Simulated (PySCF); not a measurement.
# 1,3,5-trifluorobenzene (C₆H₃F₃): NMR shifts in gas and solvents, part 2 of 2

PySCF 2.14.0. Atoms count from 0. Earlier steps stand in the parts before.

**5. NMR shieldings: wB97X-D/pcSseg-2**

Job settings and geometry (Å):

```
{"job": {"kind": "nmr", "xc": "wB97X-D", "basis": "pcSseg-2", "pop": false}, "charge": 0, "multiplicity": 1}
F     -0.635325     2.333836    -1.174064
C     -0.318382     1.176908    -0.591852
C      0.883014     0.579892    -0.923123
C      1.179641    -0.617841    -0.301293
F      2.331142    -1.220598    -0.599130
C      0.338433    -1.219808     0.614739
C     -0.846421    -0.568143     0.899125
F     -1.681165    -1.121857     1.778963
C     -1.206787     0.630899     0.314675
H      1.559620     1.028748    -1.636692
H      0.595197    -2.157688     1.086896
H     -2.140640     1.119125     0.555642
```

With the program's defaults for keys left out, this is: GIAO wB97X-D/pcSseg-2 NMR shielding, non-relativistic, gas phase.

What it wrote:

```text
coarse grid: 11640 points
cycle   1  E = -529.8827375940  dE =  2.065e+00  |g| = 8.313e-01  |ddm| = 3.255e+00
cycle   2  E = -529.8760218014  dE =  6.716e-03  |g| = 9.374e-01  |ddm| = 1.013e+00
cycle   3  E = -529.9998476991  dE = -1.238e-01  |g| = 9.461e-02  |ddm| = 5.337e-01
cycle   4  E = -530.0011921840  dE = -1.344e-03  |g| = 3.172e-02  |ddm| = 7.043e-02
cycle   5  E = -530.0014116302  dE = -2.194e-04  |g| = 8.460e-03  |ddm| = 3.486e-02
cycle   6  E = -530.0014264682  dE = -1.484e-05  |g| = 1.269e-03  |ddm| = 7.434e-03
cycle   7  E = -530.0014272134  dE = -7.451e-07  |g| = 5.830e-04  |ddm| = 1.901e-03
final grid: 118176 points
cycle   8  E = -530.0047199117  dE = -2.894e-04  |g| = 1.374e-02  |ddm| = 7.035e-02
cycle   9  E = -530.0047094483  dE =  1.046e-05  |g| = 1.660e-02  |ddm| = 1.736e-02
cycle  10  E = -530.0047475123  dE = -3.806e-05  |g| = 5.974e-04  |ddm| = 8.922e-03
cycle  11  E = -530.0047475995  dE = -8.713e-08  |g| = 3.837e-04  |ddm| = 1.198e-03
cycle  12  E = -530.0047476311  dE = -3.160e-08  |g| = 4.656e-05  |ddm| = 3.271e-04
cycle  13  E = -530.0047476325  dE = -1.476e-09  |g| = 1.652e-05  |ddm| = 1.574e-04
cycle  14  E = -530.0047476326  dE = -9.982e-11  |g| = 5.234e-06  |ddm| = 3.854e-05
converged SCF energy = -530.0047476326

GIAO shielding tensors (ppm)
atom      isotropic    diamagn.    paramagn.     s11        s22        s33       span
  0 F      289.210     468.030    -178.820    202.791    291.329    373.511    170.720
  1 C        6.674     251.605    -244.932    -84.387     21.633     82.775    167.162
  2 C       78.221     255.443    -177.222     13.280     62.197    159.186    145.906
  3 C        6.661     251.618    -244.957    -84.442     21.654     82.771    167.214
  4 F      289.229     468.051    -178.822    202.815    291.374    373.498    170.682
  5 C       78.232     255.446    -177.213     13.296     62.198    159.203    145.907
  6 C        6.681     251.606    -244.924    -84.404     21.653     82.795    167.199
  7 F      289.223     468.037    -178.814    202.847    291.273    373.548    170.701
  8 C       78.202     255.458    -177.256     13.208     62.219    159.178    145.970
  9 H       24.849      30.766      -5.917     21.702     25.170     27.677      5.975
 10 H       24.849      30.759      -5.909     21.702     25.170     27.675      5.973
 11 H       24.846      30.778      -5.932     21.701     25.162     27.675      5.973
```

It took 79 s on 1 thread of Arm Neoverse V2, shared host; peak memory 1.8 GiB.

This run: δ C1 179.6, C2 108.1, F0 -104.3, H9 6.79 ppm (means over like atoms).

**6. Nuclear shieldings: B97-2/pcSseg-2**

The job, as its differences from that of step 5:

```diff
@@ -1,2 +1,2 @@
-{"job": {"kind": "nmr", "xc": "wB97X-D", "basis": "pcSseg-2", "pop": false}, "charge": 0, "multiplicity": 1}
+{"job": {"kind": "nmr", "xc": "B97-2", "basis": "pcSseg-2", "pop": false}, "charge": 0, "multiplicity": 1}
 F     -0.635325     2.333836    -1.174064
```

With the program's defaults for keys left out, this is: GIAO B97-2/pcSseg-2 NMR shielding, non-relativistic, gas phase.

What it wrote:

```text
coarse grid: 11640 points
cycle   1  E = -529.9057419766  dE =  1.724e+00  |g| = 7.983e-01  |ddm| = 3.334e+00
cycle   2  E = -529.8184245666  dE =  8.732e-02  |g| = 1.116e+00  |ddm| = 1.325e+00
cycle   3  E = -530.0032508100  dE = -1.848e-01  |g| = 1.316e-01  |ddm| = 8.098e-01
cycle   4  E = -530.0063818857  dE = -3.131e-03  |g| = 4.210e-02  |ddm| = 1.047e-01
cycle   5  E = -530.0067435363  dE = -3.617e-04  |g| = 1.131e-02  |ddm| = 3.636e-02
cycle   6  E = -530.0067707135  dE = -2.718e-05  |g| = 2.389e-03  |ddm| = 9.663e-03
cycle   7  E = -530.0067718099  dE = -1.096e-06  |g| = 1.678e-04  |ddm| = 1.777e-03
final grid: 118176 points
cycle   8  E = -529.9981614478  dE = -1.259e-04  |g| = 9.161e-03  |ddm| = 7.715e-02
cycle   9  E = -529.9981487841  dE =  1.266e-05  |g| = 1.301e-02  |ddm| = 1.504e-02
cycle  10  E = -529.9981720198  dE = -2.324e-05  |g| = 1.214e-03  |ddm| = 8.639e-03
cycle  11  E = -529.9981723337  dE = -3.139e-07  |g| = 2.249e-04  |ddm| = 1.052e-03
cycle  12  E = -529.9981723453  dE = -1.154e-08  |g| = 3.331e-05  |ddm| = 1.984e-04
cycle  13  E = -529.9981723454  dE = -1.681e-10  |g| = 1.787e-05  |ddm| = 3.914e-05
converged SCF energy = -529.9981723454

GIAO shielding tensors (ppm)
atom      isotropic    diamagn.    paramagn.     s11        s22        s33       span
  0 F      284.169     467.863    -183.694    196.542    285.631    370.332    173.790
  1 C       10.827     251.863    -241.036    -73.525     23.342     82.665    156.191
  2 C       81.112     257.670    -176.559     19.053     65.208    159.074    140.020
  3 C       10.829     251.871    -241.042    -73.550     23.368     82.668    156.218
  4 F      284.188     467.867    -183.679    196.584    285.693    370.288    173.705
  5 C       81.127     257.672    -176.545     19.075     65.215    159.091    140.016
  6 C       10.841     251.860    -241.019    -73.529     23.364     82.688    156.218
  7 F      284.177     467.865    -183.688    196.598    285.577    370.355    173.756
  8 C       81.091     257.689    -176.597     18.985     65.225    159.064    140.079
  9 H       24.928      30.941      -6.012     21.828     25.281     27.676      5.848
 10 H       24.928      30.931      -6.003     21.829     25.282     27.674      5.845
 11 H       24.925      30.954      -6.029     21.827     25.274     27.673      5.846
```

Wall time 58 s (1 thread of Arm Neoverse V2, shared host); peak memory 1.5 GiB.

This run: δ C1 174.5, C2 104.3, F0 -108.2, H9 6.71 ppm (means over like atoms).

**7. NMR shieldings: WP04/pcSseg-2 in chloroform**

The job, as its differences from that of step 6:

```diff
@@ -1,2 +1,2 @@
-{"job": {"kind": "nmr", "xc": "B97-2", "basis": "pcSseg-2", "pop": false}, "charge": 0, "multiplicity": 1}
+{"job": {"kind": "nmr", "xc": "WP04", "basis": "pcSseg-2", "pop": false, "solvent": "chloroform"}, "charge": 0, "multiplicity": 1}
 F     -0.635325     2.333836    -1.174064
```

With the program's defaults for keys left out, this is: GIAO WP04/pcSseg-2 NMR shielding, non-relativistic, IEF-PCM chloroform.

What it wrote:

```text
coarse grid: 11640 points
cycle   1  E = -540.5123655398  dE =  1.622e+00  |g| = 1.218e+00  |ddm| = 3.529e+00
cycle   2  E = -540.2374043862  dE =  2.750e-01  |g| = 1.832e+00  |ddm| = 1.934e+00
cycle   3  E = -540.7139336642  dE = -4.765e-01  |g| = 2.302e-01  |ddm| = 1.280e+00
cycle   4  E = -540.7245960098  dE = -1.066e-02  |g| = 5.797e-02  |ddm| = 1.939e-01
cycle   5  E = -540.7252361837  dE = -6.402e-04  |g| = 2.355e-02  |ddm| = 5.409e-02
cycle   6  E = -540.7253615617  dE = -1.254e-04  |g| = 3.551e-03  |ddm| = 1.879e-02
cycle   7  E = -540.7253638650  dE = -2.303e-06  |g| = 2.824e-04  |ddm| = 2.106e-03
final grid: 118176 points
cycle   8  E = -540.7258398645  dE = -1.737e-04  |g| = 9.417e-03  |ddm| = 7.402e-02
cycle   9  E = -540.7258140884  dE =  2.578e-05  |g| = 1.578e-02  |ddm| = 1.394e-02
cycle  10  E = -540.7258565401  dE = -4.245e-05  |g| = 1.233e-03  |ddm| = 8.680e-03
cycle  11  E = -540.7258567844  dE = -2.443e-07  |g| = 3.524e-04  |ddm| = 1.437e-03
cycle  12  E = -540.7258568101  dE = -2.570e-08  |g| = 8.020e-05  |ddm| = 2.919e-04
cycle  13  E = -540.7258568110  dE = -9.157e-10  |g| = 4.497e-05  |ddm| = 8.318e-05
cycle  14  E = -540.7258568115  dE = -4.670e-10  |g| = 5.196e-06  |ddm| = 3.367e-05
converged SCF energy = -540.7258568115

GIAO shielding tensors (ppm)
atom      isotropic    diamagn.    paramagn.     s11        s22        s33       span
  0 F      292.172     471.437    -179.265    209.724    300.368    366.424    156.700
  1 C       -3.635     254.184    -257.819    -88.385      9.281     68.199    156.584
  2 C       64.537     255.822    -191.285     -0.064     43.737    149.937    150.001
  3 C       -3.632     254.198    -257.830    -88.408      9.307     68.205    156.613
  4 F      292.182     471.444    -179.262    209.744    300.416    366.387    156.643
  5 C       64.556     255.822    -191.266     -0.040     43.750    149.958    149.998
  6 C       -3.618     254.182    -257.800    -88.390      9.307     68.228    156.618
  7 F      292.178     471.439    -179.261    209.769    300.308    366.455    156.686
  8 C       64.520     255.845    -191.325     -0.131     43.759    149.933    150.064
  9 H       24.979      29.994      -5.015     21.702     25.233     28.002      6.300
 10 H       24.978      29.983      -5.005     21.701     25.234     27.999      6.297
 11 H       24.975      30.008      -5.033     21.700     25.226     27.998      6.298
```

It took 60 s on 1 thread of Arm Neoverse V2, shared host; peak memory 1.6 GiB.

In short: δ C1 178.7, C2 110.6, F0 -113.2, H9 6.89 ppm (means over like atoms).

**8. Shielding tensors: wB97X-D/pcSseg-2 in chloroform**

The job, as its differences from that of step 7:

```diff
@@ -1,2 +1,2 @@
-{"job": {"kind": "nmr", "xc": "WP04", "basis": "pcSseg-2", "pop": false, "solvent": "chloroform"}, "charge": 0, "multiplicity": 1}
+{"job": {"kind": "nmr", "xc": "wB97X-D", "basis": "pcSseg-2", "pop": false, "solvent": "chloroform"}, "charge": 0, "multiplicity": 1}
 F     -0.635325     2.333836    -1.174064
```

Method: GIAO wB97X-D/pcSseg-2 NMR shielding, non-relativistic, IEF-PCM chloroform.

What it wrote:

```text
coarse grid: 11640 points
cycle   1  E = -529.8890821585  dE =  2.059e+00  |g| = 8.219e-01  |ddm| = 3.251e+00
cycle   2  E = -529.8886016172  dE =  4.805e-04  |g| = 9.053e-01  |ddm| = 9.176e-01
cycle   3  E = -530.0036107767  dE = -1.150e-01  |g| = 8.898e-02  |ddm| = 4.834e-01
cycle   4  E = -530.0047757868  dE = -1.165e-03  |g| = 3.111e-02  |ddm| = 6.767e-02
cycle   5  E = -530.0049872981  dE = -2.115e-04  |g| = 8.471e-03  |ddm| = 3.517e-02
cycle   6  E = -530.0050027328  dE = -1.543e-05  |g| = 1.298e-03  |ddm| = 7.583e-03
cycle   7  E = -530.0050037284  dE = -9.956e-07  |g| = 5.938e-04  |ddm| = 2.399e-03
final grid: 118176 points
cycle   8  E = -530.0082155843  dE = -2.889e-04  |g| = 1.372e-02  |ddm| = 6.863e-02
cycle   9  E = -530.0082068457  dE =  8.739e-06  |g| = 1.633e-02  |ddm| = 1.693e-02
cycle  10  E = -530.0082432646  dE = -3.642e-05  |g| = 5.538e-04  |ddm| = 8.212e-03
cycle  11  E = -530.0082433529  dE = -8.830e-08  |g| = 3.546e-04  |ddm| = 1.130e-03
cycle  12  E = -530.0082433808  dE = -2.794e-08  |g| = 5.161e-05  |ddm| = 3.177e-04
cycle  13  E = -530.0082433825  dE = -1.629e-09  |g| = 1.259e-05  |ddm| = 1.707e-04
cycle  14  E = -530.0082433825  dE = -6.332e-11  |g| = 4.396e-06  |ddm| = 3.659e-05
converged SCF energy = -530.0082433825

GIAO shielding tensors (ppm)
atom      isotropic    diamagn.    paramagn.     s11        s22        s33       span
  0 F      293.989     468.422    -174.433    210.488    296.493    374.987    164.499
  1 C        7.064     251.713    -244.648    -84.058     23.357     81.894    165.952
  2 C       77.436     255.698    -178.262     12.746     59.385    160.177    147.431
  3 C        7.051     251.726    -244.675    -84.115     23.377     81.890    166.005
  4 F      294.008     468.441    -174.433    210.513    296.540    374.973    164.460
  5 C       77.446     255.702    -178.256     12.761     59.383    160.194    147.433
  6 C        7.072     251.714    -244.642    -84.076     23.376     81.915    165.991
  7 F      293.998     468.428    -174.430    210.536    296.438    375.020    164.484
  8 C       77.416     255.712    -178.296     12.673     59.404    160.170    147.497
  9 H       24.599      30.423      -5.824     21.346     25.038     27.414      6.068
 10 H       24.599      30.416      -5.817     21.347     25.038     27.412      6.065
 11 H       24.596      30.434      -5.838     21.345     25.030     27.411      6.066
```

Run time: 79 s. Hardware: 1 thread of Arm Neoverse V2, shared host; peak memory 1.8 GiB.

This run: δ C1 180.0, C2 109.7, F0 -106.8, H9 7.02 ppm (means over like atoms).

**9. Run by run: NMR shifts**

Shifts (ppm), means over like atoms, with basis size and wall time (the measured row can stand on another reference than the computed rows):

| run | C1 | C2 | H9 | F0 | functions | time |
| --- | --- | --- | --- | --- | --- | --- |
| PBE0/pcSseg-2 | 177.6 | 106.5 | 6.77 | -108.3 | 366 | 67 s |
| KT3/pcSseg-2 | 166.4 | 96.5 | 6.51 | -124.3 | 366 | 70 s |
| wB97X-D/pcSseg-2 | 179.6 | 108.1 | 6.79 | -104.3 | 366 | 79 s |
| B97-2/pcSseg-2 | 174.5 | 104.3 | 6.71 | -108.2 | 366 | 58 s |
| WP04/pcSseg-2 in chloroform | 178.7 | 110.6 | 6.89 | -113.2 | 366 | 60 s |
| wB97X-D/pcSseg-2 in chloroform | 180.0 | 109.7 | 7.02 | -106.8 | 366 | 79 s |
| measured | – | – | – | -108.0 | – | – |

Measured: G. Saielli, R. Bini, A. Bagno, Computational 19F NMR. 2. Organic compounds, RSC Adv. 2014, ESI (exp. from Berger-Braun-Kalinowski 1994 and Everett 1995).

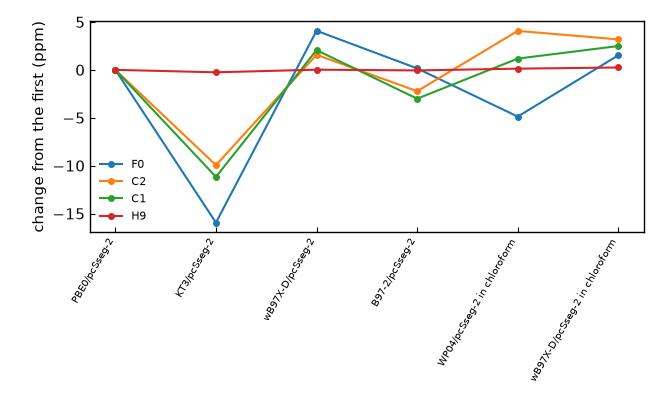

How the tabulated atoms move from run to run.

**10. Results**

The summary covers parts 1 to 2.

| quantity | value |
| --- | --- |
| point group | D3h |
| rotational constants (main isotopes) | 1.78, 1.77, 0.89 GHz |
| 13C shifts against TMS (PBE0/pcSseg-2, means over atoms taken as alike) | 177.6, 106.5 ppm |
| 1H shifts against TMS (PBE0/pcSseg-2, means over atoms taken as alike) | 6.77 ppm |
| 19F shifts against CFCl3 (PBE0/pcSseg-2, means over atoms taken as alike) | -108.3 ppm |
| measured, and computed on the same scale | F0 δ -108.0, -108.3 ppm |
| surface potential, least and greatest | -0.44 V and 1.39 V |
| range of the shift of F0 (wB97X-D/pcSseg-2 runs) | -106.8 to -104.3 ppm |

In words: The optimisation took 8 steps and gained 0.082 eV; among the close pairs (by a distance rule), C3–C5 changed most, from 1.411 to 1.382 Å. At PBE0/pcSseg-2: The largest span, 176 ppm, is at F0, F4, F7, where the paramagnetic term is -185 ppm. The one measured 19F shift is missed by -0.3 ppm (computed less measured, unscaled). Vibration, temperature and solvent are missing from the calculation, and it holds one conformer, so part of the miss against the measured shifts is not the functional's. NICS(1)zz of -25 ppm above the planar ring from C1 marks a diatropic (aromatic) ring current. At one level, wB97X-D/pcSseg-2: In ppm, F0 (with its like atoms) moves most: its shift spreads over 2.6 ppm, from -106.8 (wB97X-D/pcSseg-2 in chloroform) to -104.3 (wB97X-D/pcSseg-2).
